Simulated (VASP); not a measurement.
Band structure of VN (rock salt). Level of theory: PBEsol GGA, VASP's PBE PAW potentials (set 64) (plane waves; VASP).

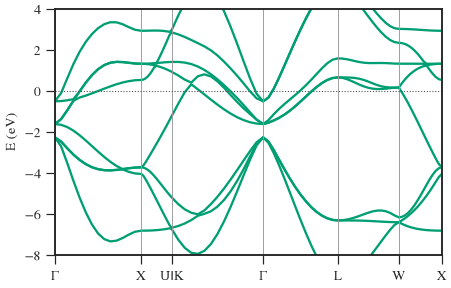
Figure: Bands along high-symmetry lines, zero at the valence-band maximum or, without a gap, the Fermi level

Problem. Read the plot: is there a gap, and where are the band edges?

Solution. It has no gap at this level: it comes out as a metal or semimetal. (Edges off the drawn lines would not show.)

The compound is VN in the rock salt structure, which distorts at low temperature. It was relaxed first. The run is not spin-polarised, so no magnetic state was tried. VASP warned that the highest band is occupied, so more bands are needed.
